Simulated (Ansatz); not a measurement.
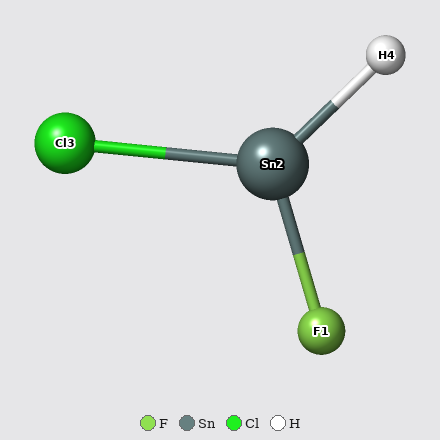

The system is ClFHSn, SMILES [F][SnH+][Cl], charge +1; the picture shows the reference structure. 
- Coordinates scanned: (1) bond length F1–Sn2; (2) bond length Sn2–H4.
- Nothing is relaxed (all other coordinates rigid).
- The grid has 15 × 15 points.
- Points are written as (first, second).
- Energies: kcal/mol, counted from the relaxed molecule at the same level.
- Level of theory: RHF/def2-TZVP (Ansatz 0.2.0).

Its coordinates:

```xyz
4

F    -1.7360   -0.0096    0.3773
Sn    0.0312    0.1291   -0.0834
Cl    1.2090   -1.5793    0.6797
H     0.4959    1.4598   -0.9736
```

Range: bond length F1–Sn2 from 1.612 to 2.289 Å; bond length Sn2–H4 from 1.467 to 2.084 Å.

> What landscape does the calculation give?

The lowest grid point is at (1.854 Å, 1.687 Å), 0.28 kcal/mol from the relaxed molecule at the same level. No other kind of well shows on this grid. The highest grid point, (2.289 Å, 2.084 Å), lies 62.8 kcal/mol above the lowest. Round the minimum the two coordinates are nearly uncoupled.

```csv
"bond length Sn2–H4 ↓, bond length F1–Sn2 →",1.612,1.660,1.709,1.757,1.805,1.854,1.902,1.951,1.999,2.047,2.096,2.144,2.193,2.241,2.289
2.084,50.9,37.4,28.4,23.2,20.9,20.7,22.3,25.3,29.2,33.9,39.3,44.9,50.9,57.0,63.1
2.040,47.6,34.2,25.1,20.0,17.6,17.5,19.1,22.1,26.0,30.7,36.1,41.7,47.8,53.8,60.0
1.996,44.5,31.0,22.0,16.8,14.5,14.3,16.0,19.0,22.9,27.6,33.0,38.7,44.7,50.8,56.9
1.952,41.5,28.0,19.0,13.8,11.5,11.4,13.0,16.0,20.0,24.7,30.1,35.8,41.8,47.9,54.1
1.908,38.7,25.3,16.3,11.1,8.7,8.6,10.3,13.3,17.3,22.0,27.4,33.1,39.1,45.3,51.4
1.864,36.3,22.8,13.8,8.6,6.3,6.1,7.8,10.8,14.8,19.5,25.0,30.6,36.7,42.8,49.0
1.819,34.1,20.6,11.6,6.4,4.0,3.9,5.6,8.6,12.6,17.4,22.8,28.5,34.6,40.7,46.9
1.775,32.4,18.9,9.8,4.6,2.3,2.2,3.8,6.9,10.9,15.6,21.1,26.8,32.9,39.0,45.3
1.731,31.1,17.6,8.6,3.4,1.0,0.9,2.6,5.6,9.6,14.4,19.8,25.6,31.7,37.8,44.1
1.687,30.5,17.0,7.9,2.7,0.4,0.3,1.9,5.0,9.0,13.8,19.2,24.9,31.1,37.2,43.5
1.643,30.6,17.1,8.0,2.8,0.4,0.3,2.0,5.0,9.0,13.8,19.3,25.0,31.1,37.3,43.5
1.599,31.5,18.0,8.9,3.7,1.3,1.2,2.8,5.9,9.9,14.7,20.1,25.9,32.0,38.2,44.5
1.555,33.5,19.9,10.8,5.6,3.2,3.1,4.7,7.8,11.8,16.6,22.0,27.8,33.9,40.1,46.4
1.511,36.6,23.0,13.9,8.7,6.3,6.2,7.8,10.9,14.9,19.7,25.1,30.9,37.0,43.2,49.5
1.467,41.2,27.6,18.5,13.2,10.8,10.7,12.3,15.3,19.4,24.1,29.6,35.4,41.5,47.7,54.0
```

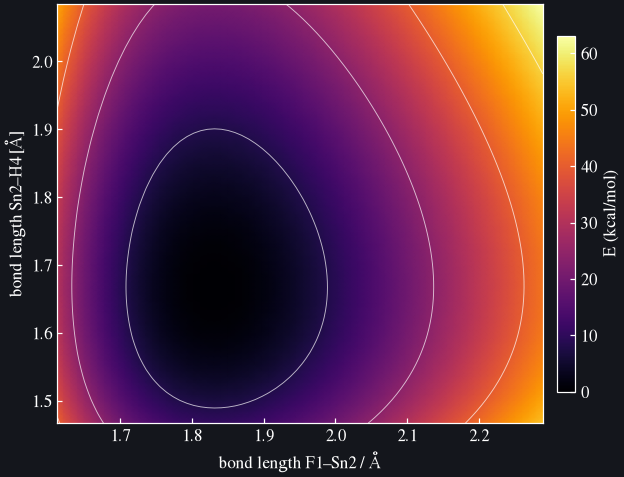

Drawn: a smooth colour map with a few white contour lines. Between grid points the surface is interpolated.

Each point was launched as `ansatz run input.yaml --threads 1 --pin off --max-ram 2560MiB --backend cpu --events-out ev --progress --plain --runs-dir out`. Time for the 225 points that were run: 8.3 min on 1 thread of Arm Neoverse V2 (shared host).
